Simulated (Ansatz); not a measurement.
Program: Ansatz.

```
crystal:
  lattice:
    - [8.72, 0, 0]
    - [0, 4.36, 0]
    - [0, 0, 4.36]
  atoms:
    - { symbol: Si, position: [0.99649, 0.999363, 0.000891] }
    - { symbol: Si, position: [0.998843, 0.488194, 0.496505] }
    - { symbol: Si, position: [0.249952, 0.994628, 0.498024] }
    - { symbol: Si, position: [0.253046, 0.497358, 0.00763] }
    - { symbol: C, position: [0.12092, 0.25779, 0.243802] }
    - { symbol: C, position: [0.119134, 0.741029, 0.755076] }
    - { symbol: C, position: [0.37082, 0.253071, 0.759203] }
    - { symbol: C, position: [0.379236, 0.739762, 0.24355] }
    - { symbol: Si, position: [0.502385, 0.997407, 0.997047] }
    - { symbol: Si, position: [0.497394, 0.497135, 0.511896] }
    - { symbol: Si, position: [0.749552, 0.003928, 0.509564] }
    - { symbol: Si, position: [0.746283, 0.505089, 0.996495] }
    - { symbol: C, position: [0.632207, 0.258274, 0.242145] }
    - { symbol: C, position: [0.871779, 0.241363, 0.755651] }
    - { symbol: C, position: [0.87759, 0.744634, 0.255044] }
kpoints:
  mp_grid: { grid: [1, 1, 1] }
hamiltonian:
  xc: pbe
  pseudopotentials: { kind: nc }
scf:
  occupations: { method: fixed }
```

Q: How does the iteration go?

A: The run gave up at step 100 without converging. The residual stalls around 1 from about step 5 on.

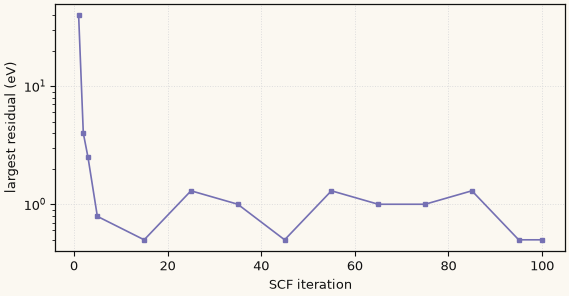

SCF iterations of a calculation: largest residual. Only some iterations were kept.
